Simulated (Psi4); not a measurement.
**C2F6 (hexafluoroethane) at SVWN5/6-31G(d) (spherical functions)**

What is the energy change on altering one bond length of C2F6 (hexafluoroethane) at SVWN5/6-31G* (spherical functions)? 

The calculation is run with Psi4 1.11.

1 further run of the same task is left out (it didn't finish).

**1. The structure to begin with**

C2F6: 8 atoms, total charge 0, spin state singlet. As SMILES, `FC(F)(F)C(F)(F)F`. Geometry: relaxed at PBE0-D4/def2-TZVP.

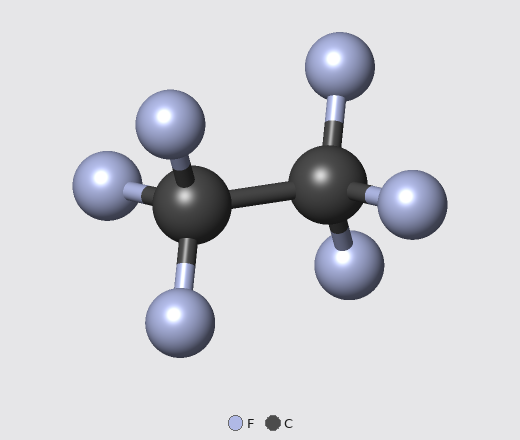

The structure, seen from a chosen angle (fluorine light blue, carbon dark grey).

**2. Energy and gradient at SVWN5/6-31G(d) (spherical functions)**

job.inp reads:

```
memory 2200 MB

molecule molecule1 {
  0 1
  F      2.01363547    -1.44991127     2.17696450
  C      1.25222702    -0.75078819    -0.10376486
  F      3.01613518     0.68272025    -1.15447148
  F      0.90434733    -2.79038849    -1.51408637
  C     -1.25226481     0.75073150     0.10372707
  F     -0.90139936     2.79617105     1.50490230
  F     -2.01951251     1.44034925    -2.17790936
  F     -3.01316831    -0.67888411     1.16465711
  units au
  symmetry c1
  no_reorient
  no_com
}

set {
  basis                6-31G*
  puream               true
  e_convergence        1e-09
  d_convergence        1e-08
  scf_type             pk
  dft_radial_points    99
  dft_spherical_points 590
}

e, wfn = gradient('scf', dft_functional={"name": "SVWN5", "x_functionals": {"LDA_X": {}}, "c_functionals": {"LDA_C_VWN": {}}}, return_wfn=True)
```

Launch:

```
psi4 job.inp job.out -n 1
```

job.out (excerpt; [...] marks lines left out):

```text
[...]
  Running in c1 symmetry.
[...]
  Nuclear repulsion =  464.042411905118286
[...]
  Multiplicity = 1
[...]
  Nalpha       = 33
  Nbeta        = 33
[...]
    Number of basis functions: 112
[...]
   @RKS iter   1:  -670.74201583780439    1.00863e-01   4.43512e-03 ADIIS/DIIS
[...]
   @RKS iter   9:  -670.81395765495051   -5.45697e-11   7.66679e-09 DIIS
[...]
    Orbital Energies [Eh]
    ---------------------
    Doubly Occupied:
       1A    -24.147645     2A    -24.147639     3A    -24.147600
       4A    -24.147597     5A    -24.147542     6A    -24.147539
       7A    -10.036432     8A    -10.036395     9A     -1.242456
      10A     -1.218352    11A     -1.144165    12A     -1.144160
      13A     -1.132765    14A     -1.132760    15A     -0.712014
      16A     -0.625721    17A     -0.584381    18A     -0.569788
      19A     -0.569786    20A     -0.541635    21A     -0.541633
      22A     -0.440932    23A     -0.430413    24A     -0.430413
      25A     -0.416854    26A     -0.416854    27A     -0.400872
      28A     -0.400869    29A     -0.373971    30A     -0.373969
      31A     -0.366374    32A     -0.359710    33A     -0.326900
[...]
  @RKS Final Energy:  -670.81395765495051
   => Energetics <=
    Nuclear Repulsion Energy =            464.0424119051182856
    One-Electron Energy =               -1860.8383779915448031
    Two-Electron Energy =                 795.1695961832914463
    DFT Exchange-Correlation Energy =     -69.1875877518155420
    Empirical Dispersion Energy =           0.0000000000000000
    VV10 Nonlocal Energy =                  0.0000000000000000
    Total Energy =                       -670.8139576549505136
[...]
 Multipole Moments:
 ------------------------------------------------------------------------------------
     Multipole            Electronic (a.u.)      Nuclear  (a.u.)        Total (a.u.)
 ------------------------------------------------------------------------------------
 L = 1.  Multiply by 2.5417464519 to convert [e a0] to [Debye]
 Dipole X            :         -0.0001610            0.0001135           -0.0000475
 Dipole Y            :         -0.0002367            0.0001700           -0.0000667
 Dipole Z            :         -0.0003406            0.0002836           -0.0000570
 Magnitude           :                                                    0.0000998
[...]
  -Total Gradient:
     Atom            X                  Y                   Z
    ------   -----------------  -----------------  -----------------
       1       -0.000324905003     0.000663578175    -0.004537701668
       2        0.009046567798    -0.005444235872    -0.000759530800
       3       -0.002275860597    -0.003492902236     0.001971862035
       4        0.001856705846     0.003309057328     0.002670540721
       5       -0.009058412223     0.005429572180     0.000743377413
       6       -0.001854195327    -0.003308961092    -0.002646700050
       7        0.000333452164    -0.000655887744     0.004547586045
       8        0.002274760549     0.003496608593    -0.001987414134
[...]
```

Run time: 22 s. Hardware: 1 thread of Intel Xeon Platinum 8375C at 2.90GHz (Ice Lake), shared host; peak memory 0.82 GiB.

**3. The distorted shape: the energy at SVWN5/6-31G(d) (spherical functions)**

job.inp reads:

```
memory 2.2 GB

molecule {
  0 1
  F      1.157617    -0.227594     1.525163
  C      0.754697     0.142366     0.318253
  F      1.688117     0.900946    -0.237757
  F      0.478560    -1.476610    -0.801220
  C     -0.570623     0.936936     0.428053
  F     -0.384953     2.019336     1.169523
  F     -0.976633     1.301866    -0.779337
  F     -1.502453     0.180416     0.989473
  symmetry c1
  no_reorient
  no_com
}

set basis 6-31G*
set puream true
set e_convergence 1e-09
set d_convergence 1e-08
set scf_type pk
set dft_radial_points 99
set dft_spherical_points 590

result = energy('scf', dft_functional={"name": "SVWN5", "x_functionals": {"LDA_X": {}}, "c_functionals": {"LDA_C_VWN": {}}})
print_variables()
```

Launch:

```
psi4 -n 1 job.inp job.out
```

job.out (excerpt; [...] marks lines left out):

```text
[...]
  Running in c1 symmetry.
[...]
  Nuclear repulsion =  440.564125346087621
[...]
  Multiplicity = 1
[...]
  Nalpha       = 33
  Nbeta        = 33
[...]
    Number of basis functions: 112
[...]
   @RKS iter   1:  -670.56748675305448   -1.71469e-01   5.44664e-03 ADIIS/DIIS
[...]
   @RKS iter  13:  -670.70346045672693   -2.50111e-12   7.26453e-09 DIIS
[...]
    Orbital Energies [Eh]
    ---------------------
    Doubly Occupied:
       1A    -24.197542     2A    -24.197479     3A    -24.172960
       4A    -24.160306     5A    -24.160214     6A    -24.047650
       7A    -10.065645     8A    -10.061373     9A     -1.255363
      10A     -1.232626    11A     -1.177169    12A     -1.158129
      13A     -1.149830    14A     -0.962532    15A     -0.736014
      16A     -0.643884    17A     -0.596345    18A     -0.587524
      19A     -0.578185    20A     -0.558630    21A     -0.517695
      22A     -0.464607    23A     -0.445258    24A     -0.436499
      25A     -0.436001    26A     -0.420607    27A     -0.406847
      28A     -0.394788    29A     -0.380522    30A     -0.377224
      31A     -0.333569    32A     -0.276402    33A     -0.276057
[...]
  @RKS Final Energy:  -670.70346045672693
   => Energetics <=
    Nuclear Repulsion Energy =            440.5641253460876214
    One-Electron Energy =               -1813.7949378971852639
    Two-Electron Energy =                 771.4907137182503902
    DFT Exchange-Correlation Energy =     -68.9633616238797202
    Empirical Dispersion Energy =           0.0000000000000000
    VV10 Nonlocal Energy =                  0.0000000000000000
    Total Energy =                       -670.7034604567269298
[...]
 Multipole Moments:
 ------------------------------------------------------------------------------------
     Multipole            Electronic (a.u.)      Nuclear  (a.u.)        Total (a.u.)
 ------------------------------------------------------------------------------------
 L = 1.  Multiply by 2.5417464519 to convert [e a0] to [Debye]
 Dipole X            :         -9.7844948            9.9148998            0.1304050
 Dipole Y            :        -57.3262268           58.1299636            0.8037368
 Dipole Z            :        -39.6416405           40.1953081            0.5536676
 Magnitude           :                                                    0.9846553
[...]
```

It took 16 s on 1 thread of Intel Xeon Platinum 8375C at 2.90GHz (Ice Lake), shared host; peak memory 0.82 GiB.

**4. What came out**

Level: SVWN5/6-31G* (spherical functions).

| quantity | value |
| --- | --- |
| first shape: total energy | -670.81396 Eh |
| first shape: dipole moment | 0.00 D |
| first shape: HOMO energy | -8.90 eV |
| first shape: LUMO energy | 1.36 eV |
| first shape: HOMO–LUMO gap | 10.26 eV |
| first shape: largest force on an atom | 0.544 eV/Å |
| distorted shape: total energy | -670.70346 Eh |
| distorted shape: dipole moment | 2.50 D |
| distorted shape: HOMO energy | -7.51 eV |
| distorted shape: LUMO energy | -4.44 eV |
| distorted shape: HOMO–LUMO gap | 3.07 eV |
| energy change with the C2–F4 bond stretched from 1.325 to 1.988 Å | 3.007 eV |

In words: One bond (distorted shape) is far stretched, which a spin-restricted single reference describes badly; a broken-symmetry solution may lie lower. With the C2–F4 bond stretched from 1.325 to 1.988 Å the energy rises by 3.01 eV (69 kcal/mol). The first shape isn't relaxed at this level, so the change isn't measured from a minimum. A restricted reference can't describe the breaking bond well at this length. The largest force (first shape) is 0.54 eV/Å: the shape isn't a stationary point for this species at this level.
